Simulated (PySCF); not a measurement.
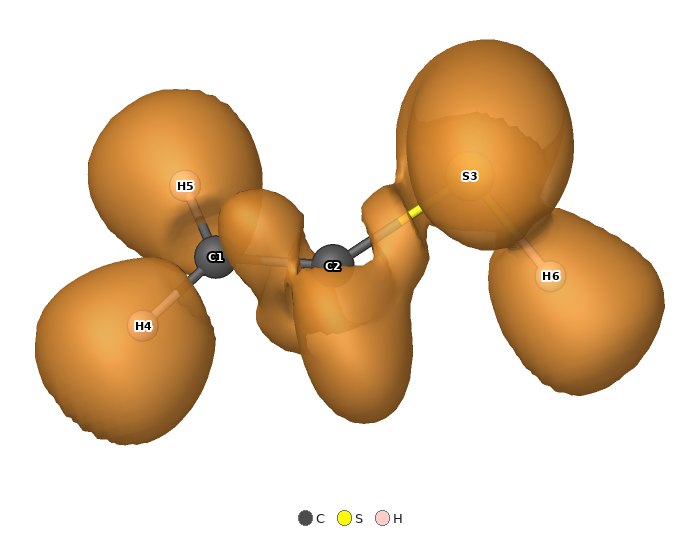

C2H3S (doublet). Isosurface of the ELF at 0.75 (orange), seen at a tilt. Core shells and regions of very low density are left out.

Geometry: GFN2-xTB.

These are results of PySCF, UKS B3LYP, pcH-1 on C H S, non-relativistic, mean-field spin-orbit, GIAO, not measurements.

```tsv
atom	x (Å)	y (Å)	z (Å)
C	-1.0088	0.1923	0.3398
C	0.0941	-0.3545	-0.0818
S	1.7240	-0.3963	0.3710
H	-1.9592	-0.0913	-0.0857
H	-1.0561	0.9815	1.0872
H	2.2090	-0.3296	-0.8791
```

What do the ELF domains correspond to?

Answer. The surface consists of two regions around hydrogen nuclei and one joined region spread over several atoms (C, H, S), in which their bonds and any lone pairs are merged. Along the contacts the grid gives the following. C–C (1.30 Å): the ELF peaks at about 0.90 between the atoms; a short, multiple covalent bond. C–S (1.69 Å): the ELF peaks at about 0.90 between the atoms; a covalent bond.
